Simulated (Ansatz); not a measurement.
**BGe (quartet): one geometry, many settings at distance Ge1–B2 = 3.117 Å**

What do other methods and options give for BGe (quartet) at this geometry, and how long do they take?

The runs use Ansatz 0.2.0, Gaussian basis; the settings change from run to run.

16 further runs of the same task are left out: 1 for a known fault of the program, 11 that didn't finish, 4 set aside as unsound or not needed.

### 1 The system

The geometry derives from a PBE0/def2-TZVP stationary point (not a proven minimum). One bond is set to the value named and the two fragments are kept rigid. No spin-orbit coupling is included. The filled d shell of Ge may be among the frozen orbitals whatever the setting's name suggests; the logs give the count.

2 atoms, charge 0, spin multiplicity 4.

Atoms are counted from 1 here; the program's logs count them from 0.

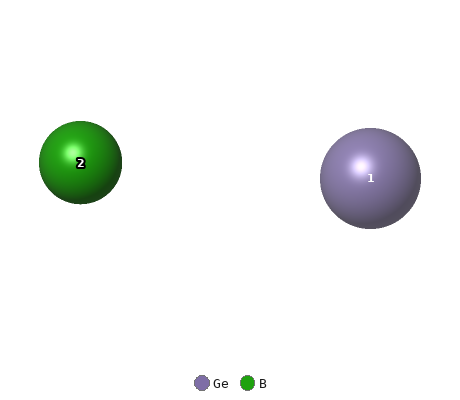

The geometry (germanium purple, boron green); atoms are numbered from 1 in the order of the file.

### 2 MRCISD+Q(relaxed)(5,4)/cc-pVDZ

File in.yaml:

```yaml
crystal:
  periodic: [false, false, false]
  atoms:
    - {symbol: Ge, position_ang: [0.000000, 0.000000, 0.000000]}
    - {symbol: B, position_ang: [0.000000, 0.000000, 3.117000]}
basis:
  gaussian: {orbitals: cc-pVDZ}
magnetization: {spin_polarized: false, initial_magnetization: 3}
correlation: {method: fic_mrcisd_q_relaxed, electrons: outside_noble_gas, active_space: {window: {electrons: 5, orbitals: 4}}}
```

On the command line:

```bash
ansatz run in.yaml --threads 1 --pin off --events-out ev --progress --plain --max-ram 2393MiB
```

Output, cut to the lines that bear on the results:

```text
Functional definition: HF
  name "HF"
  cite "Fock, Z. Phys. 61, 126 (1930) doi:10.1007/BF01340294"
  parent pbe
[...]
462 factors; integrals over basis functions are off by at most 8.7e-4 eV
[...]
mean field -57139.24617456 eV, -2099.8285665431 hartree, gradient 4.6e-6 eV, S^2 3.750000; 19 other end points of the search recorded, 0 dependent functions left out
reference -57139.24617456 eV, -2099.8285665431 hartree; 20, 17 occupied and 21, 24 virtual orbitals, 462 factors
state -57139.24617456 eV, -2099.8285665431 hartree
contracted CI cycle   1: correlation 0.00000000 eV, 0.0000000000 hartree, residual 1.02e1 eV
contracted CI cycle   2: correlation -3.06226164 eV, -0.1125360395 hartree, residual 2.08e0 eV
contracted CI cycle   3: correlation -3.22102631 eV, -0.1183705337 hartree, residual 9.04e-1 eV
contracted CI cycle   4: correlation -3.24941889 eV, -0.1194139417 hartree, residual 4.53e-1 eV
contracted CI cycle   5: correlation -3.26010321 eV, -0.1198065834 hartree, residual 2.92e-1 eV
contracted CI cycle   6: correlation -3.26553883 eV, -0.1200063385 hartree, residual 2.37e-1 eV
contracted CI cycle   7: correlation -3.26771783 eV, -0.1200864154 hartree, residual 1.03e-1 eV
contracted CI cycle   8: correlation -3.26801778 eV, -0.1200974381 hartree, residual 3.52e-2 eV
contracted CI cycle   9: correlation -3.26805895 eV, -0.1200989512 hartree, residual 1.46e-2 eV
contracted CI cycle  10: correlation -3.26806729 eV, -0.1200992579 hartree, residual 7.26e-3 eV
contracted CI cycle  11: correlation -3.26806907 eV, -0.1200993230 hartree, residual 3.00e-3 eV
contracted CI cycle  12: correlation -3.26806935 eV, -0.1200993335 hartree, residual 1.07e-3 eV
state -57139.24617456 eV, -2099.8285665431 hartree; corrected -57142.96548930 eV, -2099.9652488387 hartree
WARN: 1 active orbitals are nearly empty or full. The corrections depend on them more than the energy does, and are more stable in an active space without them
Total energy: -57142.96548930 eV, -2099.9652488387 hartree
```

Wall time 13 s (1 thread of Arm Neoverse N1, shared host).

From the report: 2 determinants; active occupations 2.00, 1.00, 1.00, 1.00. The report marks this result as in doubt.

### 3 CASSCF(11,7)/cc-pVDZ

File in.yaml:

```yaml
crystal:
  periodic: [false, false, false]
  atoms:
    - {symbol: Ge, position_ang: [0.000000, 0.000000, 0.000000]}
    - {symbol: B, position_ang: [0.000000, 0.000000, 3.117000]}
basis:
  gaussian: {orbitals: cc-pVDZ, point_charges: [{charge: -0.50, position_ang: [2.512, -0.016, -0.664]}]}
magnetization: {spin_polarized: false, initial_magnetization: 3}
hamiltonian: {pseudopotentials: {relativity: none}}
correlation: {active_space: {window: {electrons: 11, orbitals: 7}, states: [{multiplicity: 4, weights: [0.5, 0.5, 0.5, 1]}]}}
```

The command is unchanged.

Output, cut to the lines that bear on the results:

```text
Functional definition: HF
  name "HF"
  cite "Fock, Z. Phys. 61, 126 (1930) doi:10.1007/BF01340294"
  parent pbe
[...]
760 factors; integrals over basis functions are off by at most 1.3e-7 eV
[...]
mean field -57139.63015871 eV, -2099.8426777003 hartree, gradient 6.7e-6 eV, S^2 3.750000; 18 other end points of the search recorded, 0 dependent functions left out
reference -57139.63015871 eV, -2099.8426777003 hartree; 20, 17 occupied and 21, 24 virtual orbitals, 760 factors
state -57139.02232979 eV, -2099.8203403992 hartree
state -57134.52880472 eV, -2099.6552063987 hartree
state -57133.55798758 eV, -2099.6195295271 hartree
state -57133.11401396 eV, -2099.6032137974 hartree
Total energy: -57134.66743000 eV, -2099.6603007840 hartree
```

It took 37 s on 1 thread of Arm Neoverse N1, shared host.

From the report: 35 determinants; active occupations (of the averaged states) 2.00, 2.00, 1.99, 1.40, 1.21, 1.20, 1.20.

### 4 CASSCF(7,7)/6-31G

File in.yaml:

```yaml
crystal:
  periodic: [false, false, false]
  atoms:
    - {symbol: Ge, position_ang: [0.000000, 0.000000, 0.000000]}
    - {symbol: B, position_ang: [0.000000, 0.000000, 3.117000]}
basis:
  gaussian: {orbitals: 6-31G}
magnetization: {spin_polarized: false, initial_magnetization: 3}
correlation: {active_space: {window: {electrons: 7, orbitals: 7}, states: [{multiplicity: 4, weights: [0.5, 1]}], root: 0}}
accuracy: high
```

Launched as before.

Output, cut to the lines that bear on the results:

```text
Functional definition: HF
  name "HF"
  cite "Fock, Z. Phys. 61, 126 (1930) doi:10.1007/BF01340294"
  parent pbe
[...]
601 factors; integrals over basis functions are off by at most 4.0e-9 eV
[...]
mean field -57130.96318773 eV, -2099.5241723914 hartree, gradient 3.3e-8 eV, S^2 3.750000; 21 other end points of the search recorded, 0 dependent functions left out
reference -57130.96318773 eV, -2099.5241723914 hartree; 20, 17 occupied and 18, 21 virtual orbitals, 601 factors
state -57131.83008700 eV, -2099.5560303520 hartree
state -57131.33355158 eV, -2099.5377830118 hartree
Total energy: -57131.83008700 eV, -2099.5560303520 hartree
```

Run time: 26 s. Hardware: 1 thread of Arm Neoverse N1, shared host.

From the report: 441 determinants; active occupations (of the averaged states) 2.00, 1.89, 1.00, 1.00, 0.68, 0.37, 0.05.

### 5 BCCD on ROHF/cc-pVDZ

File in.yaml:

```yaml
crystal:
  periodic: [false, false, false]
  atoms:
    - {symbol: Ge, position_ang: [0.000000, 0.000000, 0.000000]}
    - {symbol: B, position_ang: [0.000000, 0.000000, 3.117000]}
basis:
  gaussian: {orbitals: cc-pVDZ}
magnetization: {spin_polarized: false, initial_magnetization: 3}
correlation: {method: bccd, electrons: outside_noble_gas}
output: {forces: true}
```

The command is unchanged.

Output, cut to the lines that bear on the results:

```text
Functional definition: HF
  name "HF"
  cite "Fock, Z. Phys. 61, 126 (1930) doi:10.1007/BF01340294"
  parent pbe
[...]
462 factors; integrals over basis functions are off by at most 8.7e-4 eV
[...]
mean field -57139.24617456 eV, -2099.8285665431 hartree, gradient 4.6e-6 eV, S^2 3.750000; 21 other end points of the search recorded, 0 dependent functions left out
[...]
determinant -57139.24617456 eV, -2099.8285665431 hartree, with singles and doubles -57142.76434318 eV, -2099.9578568549 hartree
determinant -57138.99000769 eV, -2099.8191525843 hartree, with singles and doubles -57142.54274814 eV, -2099.9497133874 hartree
determinant -57138.82605146 eV, -2099.8131273038 hartree, with singles and doubles -57142.25731585 eV, -2099.9392239442 hartree
determinant -57138.75122053 eV, -2099.8103773180 hartree, with singles and doubles -57142.13284871 eV, -2099.9346498613 hartree
[...]
determinant -57138.54646678 eV, -2099.8028527563 hartree, with singles and doubles -57142.65582973 eV, -2099.9538690593 hartree
[...]
15 core orbitals not correlated: weight in the atoms' cores, before any rotation towards them, 1.000 or more for the frozen orbitals, at most 0.000 for the correlated occupied ones
reference -57138.54646679 eV, -2099.8028527565 hartree; 5, 2 occupied and 21, 24 virtual orbitals, 462 factors
second order -2.92118288 eV of doubles, -0.04803818 eV of singles
cycle   1  -4.13506823 eV  change   -2.6e-2 eV  update   2.9e-2
[...]
cycle  27  -4.19106158 eV  change    2.3e-7 eV  update   2.6e-7
WARN: the results are in doubt because among natural orbitals full CI differs from the method by -0.186 eV
[...]
Total energy: -57142.73752836 eV, -2099.9568714287 hartree
Atom 0 at     0.000000     0.000000     0.000000 Å, force    -0.000000     0.000000     1.065849 eV/Å
Atom 1 at     0.000000     0.000000     3.117000 Å, force     0.000000    -0.000000    -1.065849 eV/Å
Dipole moment:     0.000000     0.000000     0.265301 e Å
In doubt: among natural orbitals full CI differs from the method by -0.186 eV
```

Run time: 21 s. Hardware: 1 thread of Arm Neoverse N1, shared host.

From the report: correlation -4.1911 eV; largest double amplitude 0.12. The program marks this result as in doubt; its last lines say why.

### 6 CISD/cc-pVDZ

in.yaml: that of step 5 with these lines changed.

```diff
@@ -8,3 +8,5 @@
 magnetization: {spin_polarized: false, initial_magnetization: 3}
-correlation: {method: bccd, electrons: outside_noble_gas}
+hamiltonian: {pseudopotentials: {relativity: scalar}}
+correlation: {active_space: {ras: {orbitals: [2, 3, 21], electrons: 7, max_holes: 2, max_particles: 2}, fixed_orbitals: true}}
+accuracy: high
 output: {forces: true}
```

Same command.

Output, cut to the lines that bear on the results:

```text
Functional definition: HF
  name "HF"
  cite "Fock, Z. Phys. 61, 126 (1930) doi:10.1007/BF01340294"
  parent pbe
[...]
755 factors; integrals over basis functions are off by at most 4.4e-9 eV
[...]
mean field -57605.20685443 eV, -2116.9523056885 hartree, gradient 3.0e-8 eV, S^2 3.750000; 21 other end points of the search recorded, 0 dependent functions left out
reference -57605.20685443 eV, -2116.9523056885 hartree; 20, 17 occupied and 21, 24 virtual orbitals, 755 factors
state -57608.50996733 eV, -2117.0736928487 hartree
[...]
Total energy: -57608.50996733 eV, -2117.0736928487 hartree
Relativity: scalar
Atom 0 at     0.000000     0.000000     0.000000 Å, force    -0.000000     0.000000     1.100547 eV/Å
Atom 1 at     0.000000     0.000000     3.117000 Å, force     0.000000    -0.000000    -1.100547 eV/Å
Dipole moment:     0.000000    -0.000000     0.237273 e Å
```

Run time: 12 s. Hardware: 1 thread of Arm Neoverse N1, shared host.

From the report: 6,478 determinants.

### 7 CISDT/6-31G

File in.yaml:

```yaml
crystal:
  periodic: [false, false, false]
  atoms:
    - {symbol: Ge, position_ang: [0.000000, 0.000000, 0.000000]}
    - {symbol: B, position_ang: [0.000000, 0.000000, 3.117000]}
basis:
  gaussian: {orbitals: 6-31G}
magnetization: {spin_polarized: false, initial_magnetization: 3}
correlation: {active_space: {ras: {orbitals: [2, 3, 18], electrons: 7, max_holes: 3, max_particles: 3}, fixed_orbitals: true}}
```

Same command.

Output, cut to the lines that bear on the results:

```text
Functional definition: HF
  name "HF"
  cite "Fock, Z. Phys. 61, 126 (1930) doi:10.1007/BF01340294"
  parent pbe
[...]
376 factors; integrals over basis functions are off by at most 5.8e-4 eV
[...]
mean field -57130.96296837 eV, -2099.5241643301 hartree, gradient 2.3e-6 eV, S^2 3.750000; 18 other end points of the search recorded, 0 dependent functions left out
reference -57130.96296837 eV, -2099.5241643301 hartree; 20, 17 occupied and 18, 21 virtual orbitals, 376 factors
state -57133.14589019 eV, -2099.6043852273 hartree
Total energy: -57133.14589019 eV, -2099.6043852273 hartree
```

It took 14 s on 1 thread of Arm Neoverse N1, shared host.

From the report: 61,473 determinants.

### 8 CCSD on UHF/aug-cc-pVDZ

File in.yaml:

```yaml
crystal:
  periodic: [false, false, false]
  atoms:
    - {symbol: Ge, position_ang: [0.000000, 0.000000, 0.000000]}
    - {symbol: B, position_ang: [0.000000, 0.000000, 3.117000]}
basis:
  gaussian: {orbitals: aug-cc-pVDZ}
magnetization: {spin_polarized: true, initial_magnetization: 3}
hamiltonian: {pseudopotentials: {relativity: none}}
correlation: {method: ccsd, electrons: outside_noble_gas}
accuracy: high
scf: {omitted_lower_state_checks: [cluster_reference]}
```

Launched as before.

Output, cut to the lines that bear on the results:

```text
Functional definition: HF
  name "HF"
  cite "Fock, Z. Phys. 61, 126 (1930) doi:10.1007/BF01340294"
  parent pbe
[...]
1046 factors; integrals over basis functions are off by at most 4.4e-9 eV
[...]
mean field -57139.46311776 eV, -2099.8365390586 hartree, gradient 1.2e-8 eV, S^2 3.768865; 13 other end points of the search recorded, 0 dependent functions left out
15 core orbitals not correlated: weight in the atoms' cores, before any rotation towards them, 1.000 or more for the frozen orbitals, at most 0.000 for the correlated occupied ones
reference -57139.46311776 eV, -2099.8365390586 hartree; 5, 2 occupied and 39, 42 virtual orbitals, 1046 factors
second order -2.33754728 eV of doubles, -0.00000000 eV of singles
cycle   1  -2.99276964 eV  change   -6.6e-1 eV  update   8.9e-2
[...]
cycle  32  -3.47439203 eV  change  -1.7e-10 eV  update  5.5e-10
WARN: the results are in doubt because among natural orbitals full CI differs from the method by -0.102 eV
Total energy: -57142.93750979 eV, -2099.9642206106 hartree
In doubt: among natural orbitals full CI differs from the method by -0.102 eV
Checks for a lower state left out: cluster_reference
```

Wall time 15 s (1 thread of Arm Neoverse N1, shared host).

From the report: ⟨S²⟩ of the determinant 3.769 (pure quartet: 3.75); correlation -3.4744 eV; T1 0.063; largest double amplitude 0.09. Mind the lines of doubt at the end of the log.

### 9 MRCISD+Q(5,4)/6-31G

File in.yaml:

```yaml
crystal:
  periodic: [false, false, false]
  atoms:
    - {symbol: Ge, position_ang: [0.000000, 0.000000, 0.000000]}
    - {symbol: B, position_ang: [0.000000, 0.000000, 3.117000]}
basis:
  gaussian: {orbitals: 6-31G}
magnetization: {spin_polarized: false, initial_magnetization: 3}
correlation: {method: fic_mrcisd_q, electrons: outside_noble_gas, active_space: {window: {electrons: 5, orbitals: 4}}}
```

Launched as before.

Output:

```text
Functional definition: HF
  name "HF"
  cite "Fock, Z. Phys. 61, 126 (1930) doi:10.1007/BF01340294"
  parent pbe
  exchange = exact_x
  correlation = 0
376 factors; integrals over basis functions are off by at most 5.8e-4 eV
mean field evaluation 1: about -57129.0729 eV, gradient 8.9e0 eV
mean field evaluation 2: about -57129.0813 eV, gradient 8.8e0 eV
mean field evaluation 4: about -57130.1616 eV, gradient 3.4e0 eV
mean field evaluation 8: about -57130.9525 eV, gradient 6.2e-1 eV
mean field evaluation 16: about -57130.9630 eV, gradient 5.0e-5 eV
mean field evaluation 32: about -57130.4546 eV, gradient 1.9e-6 eV
mean field evaluation 64: about -57130.6189 eV, gradient 2.6e-5 eV
mean field evaluation 96: about -57130.7999 eV, gradient 2.4e0 eV
mean field evaluation 128: about -57130.1649 eV, gradient 2.8e0 eV
mean field evaluation 160: about -57130.5234 eV, gradient 3.9e-1 eV
mean field evaluation 192: about -57129.7159 eV, gradient 5.0e-1 eV
mean field evaluation 224: about -57130.9548 eV, gradient 3.1e-1 eV
mean field -57130.96296837 eV, -2099.5241643301 hartree, gradient 2.3e-6 eV, S^2 3.750000; 18 other end points of the search recorded, 0 dependent functions left out
reference -57130.96296837 eV, -2099.5241643301 hartree; 20, 17 occupied and 18, 21 virtual orbitals, 376 factors
state -57130.96296837 eV, -2099.5241643301 hartree
contracted CI cycle   1: correlation 0.00000000 eV, 0.0000000000 hartree, residual 7.60e0 eV
contracted CI cycle   2: correlation -1.78112547 eV, -0.0654551537 hartree, residual 2.32e0 eV
contracted CI cycle   3: correlation -1.93872230 eV, -0.0712467303 hartree, residual 8.72e-1 eV
contracted CI cycle   4: correlation -1.97127651 eV, -0.0724430756 hartree, residual 5.72e-1 eV
contracted CI cycle   5: correlation -1.99107467 eV, -0.0731706446 hartree, residual 5.24e-1 eV
contracted CI cycle   6: correlation -2.00481488 eV, -0.0736755879 hartree, residual 3.31e-1 eV
contracted CI cycle   7: correlation -2.00854850 eV, -0.0738127958 hartree, residual 1.37e-1 eV
contracted CI cycle   8: correlation -2.00910612 eV, -0.0738332880 hartree, residual 5.81e-2 eV
contracted CI cycle   9: correlation -2.00923268 eV, -0.0738379389 hartree, residual 2.94e-2 eV
contracted CI cycle  10: correlation -2.00926017 eV, -0.0738389495 hartree, residual 1.14e-2 eV
contracted CI cycle  11: correlation -2.00926413 eV, -0.0738390948 hartree, residual 4.99e-3 eV
contracted CI cycle  12: correlation -2.00926514 eV, -0.0738391319 hartree, residual 2.98e-3 eV
contracted CI cycle  13: correlation -2.00926549 eV, -0.0738391448 hartree, residual 1.59e-3 eV
contracted CI cycle  14: correlation -2.00926557 eV, -0.0738391477 hartree, residual 6.74e-4 eV
state -57130.96296837 eV, -2099.5241643301 hartree; corrected -57133.26060381 eV, -2099.6086008750 hartree
WARN: 1 active orbitals are nearly empty or full. The corrections depend on them more than the energy does, and are more stable in an active space without them
Total energy: -57133.26060381 eV, -2099.6086008750 hartree
```

Wall time 9 s (1 thread of Arm Neoverse N1, shared host).

From the report: 2 determinants; active occupations 2.00, 1.00, 1.00, 1.00. The report marks this result as in doubt.

### 10 MRCISD+Q(relaxed)(5,8)/cc-pVDZ

File in.yaml:

```yaml
crystal:
  periodic: [false, false, false]
  atoms:
    - {symbol: Ge, position_ang: [0.000000, 0.000000, 0.000000]}
    - {symbol: B, position_ang: [0.000000, 0.000000, 3.117000]}
basis:
  gaussian: {orbitals: cc-pVDZ}
magnetization: {spin_polarized: false, initial_magnetization: 3}
correlation: {method: fic_mrcisd_q_relaxed, electrons: outside_noble_gas, active_space: {window: {electrons: 5, orbitals: 8}}}
```

Same command.

Output, cut to the lines that bear on the results:

```text
Functional definition: HF
  name "HF"
  cite "Fock, Z. Phys. 61, 126 (1930) doi:10.1007/BF01340294"
  parent pbe
[...]
462 factors; integrals over basis functions are off by at most 8.7e-4 eV
[...]
mean field -57139.24617456 eV, -2099.8285665431 hartree, gradient 4.6e-6 eV, S^2 3.750000; 19 other end points of the search recorded, 0 dependent functions left out
reference -57139.24617456 eV, -2099.8285665431 hartree; 20, 17 occupied and 21, 24 virtual orbitals, 462 factors
state -57140.66027480 eV, -2099.8805337684 hartree
contracted CI cycle   1: correlation 0.00000000 eV, 0.0000000000 hartree, residual 8.77e0 eV
contracted CI cycle   2: correlation -2.19200425 eV, -0.0805546704 hartree, residual 1.62e0 eV
contracted CI cycle   3: correlation -2.26581199 eV, -0.0832670547 hartree, residual 6.37e-1 eV
[...]
contracted CI cycle   7: correlation -2.28184354 eV, -0.0838562033 hartree, residual 1.03e-1 eV
contracted CI cycle   8: correlation -2.28224436 eV, -0.0838709332 hartree, residual 8.30e-2 eV
contracted CI cycle   9: correlation -2.28246888 eV, -0.0838791842 hartree, residual 4.28e-2 eV
contracted CI cycle  10: correlation -2.28252132 eV, -0.0838811115 hartree, residual 2.19e-2 eV
contracted CI cycle  11: correlation -2.28253578 eV, -0.0838816427 hartree, residual 1.05e-2 eV
contracted CI cycle  12: correlation -2.28253969 eV, -0.0838817865 hartree, residual 5.80e-3 eV
contracted CI cycle  13: correlation -2.28254102 eV, -0.0838818355 hartree, residual 2.96e-3 eV
contracted CI cycle  14: correlation -2.28254131 eV, -0.0838818460 hartree, residual 1.17e-3 eV
contracted CI cycle  15: correlation -2.28254135 eV, -0.0838818474 hartree, residual 4.76e-4 eV
state -57140.66027480 eV, -2099.8805337684 hartree; corrected -57143.11344594 eV, -2099.9706861447 hartree
Total energy: -57143.11344594 eV, -2099.9706861447 hartree
```

Run time: 21 s. Hardware: 1 thread of Arm Neoverse N1, shared host.

From the report: 160 determinants; active occupations 1.89, 0.94, 0.94, 0.92, 0.10, 0.10, 0.10, 0.01.

### 11 All runs side by side

Where basis and cores are those of an earlier FCI/cc-pVDZ run (-57143.0727 eV), and the state is the same kind, the miss against it is given. † marks a result that the program doubts.

```csv
level,correlated,functions,energy (eV),from FCI (meV),time
"MRCISD+Q(relaxed)(5,4)/cc-pVDZ †",outside noble gas,41,-57142.9655,107.2,13 s
"CASSCF(11,7)/cc-pVDZ (mean of several states, beside a point charge)",,41,-57134.6674,,37 s
"CASSCF(7,7)/6-31G (lowest root of an average)",,38,-57131.8301,,26 s
BCCD on ROHF/cc-pVDZ †,outside noble gas,41,-57142.7375,335.2,21 s
CISD/cc-pVDZ (relativity set),outside noble gas,41,-57608.5100,,12 s
CISDT/6-31G,outside noble gas,38,-57133.1459,,14 s
CCSD on UHF/aug-cc-pVDZ †,outside noble gas,59,-57142.9375,,15 s
"MRCISD+Q(5,4)/6-31G †",outside noble gas,38,-57133.2606,,9 s
"MRCISD+Q(relaxed)(5,8)/cc-pVDZ",outside noble gas,41,-57143.1134,-40.7,21 s
```

### 12 Outcome

| quantity | value |
| --- | --- |
| runs | 9 |
| quickest | MRCISD+Q(5,4)/6-31G †, 9 s |
| slowest | CASSCF(11,7)/cc-pVDZ (mean of several states, beside a point charge), 37 s |

What this shows: Total energies in different bases, with other cores or another treatment of relativity can't be set against each other. CASSCF(11,7)/cc-pVDZ (mean of several states, beside a point charge) took 4 times as long as MRCISD+Q(5,4)/6-31G †; the jobs differ in more than the method. Among the correlated runs with a miss given, it spans -41 to +335 meV.
